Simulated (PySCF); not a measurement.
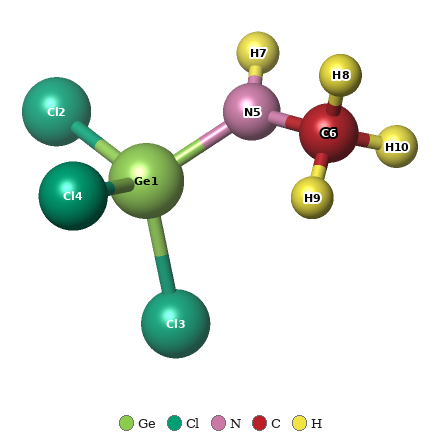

CH₄Cl₃GeN (GeCl3(NHMe)), SMILES C[NH][Ge]([Cl])([Cl])[Cl], singlet. Vertical core-electron binding energies by ΔSCF (SCAN, pcX-2 on the ionised atom (unc-x2c-TZVPall on a metal), pcseg-1 elsewhere, spin-free X2C; PySCF, at a PBE0-D3(BJ)/def2-SVP geometry (no frequency check)), gas phase, against the vacuum level. One atom of each kind was ionised; within a panel, areas follow the number of like atoms and 2j + 1 (2p levels are split by first-order spin-orbit coupling, an approximation), each panel is scaled alone, Gaussians of 1.0 eV full width. Only the regions named are shown.

### Predict the Cl 2p, N 1s and C 1s photoelectron lines.

```
   level          atoms  binding energy (eV)
Cl 2p1/2  Cl2, Cl3, Cl4                207.8
Cl 2p3/2  Cl2, Cl3, Cl4                206.2
    N 1s             N5                405.3
    C 1s             C6                292.3
```

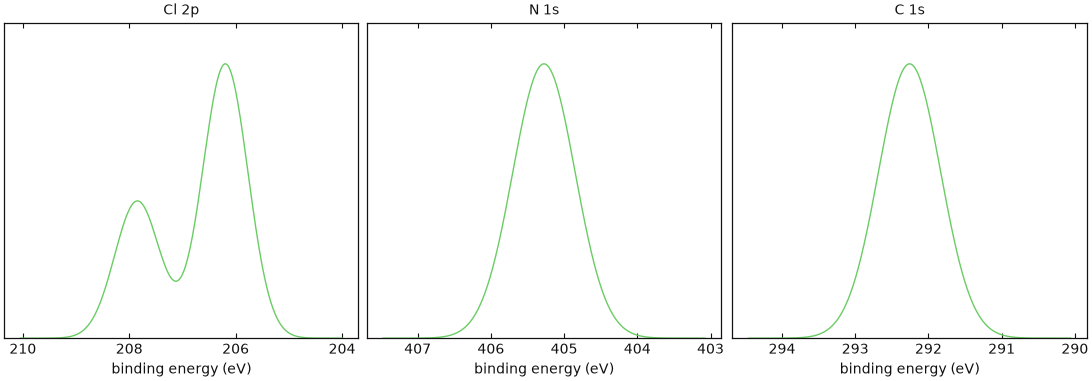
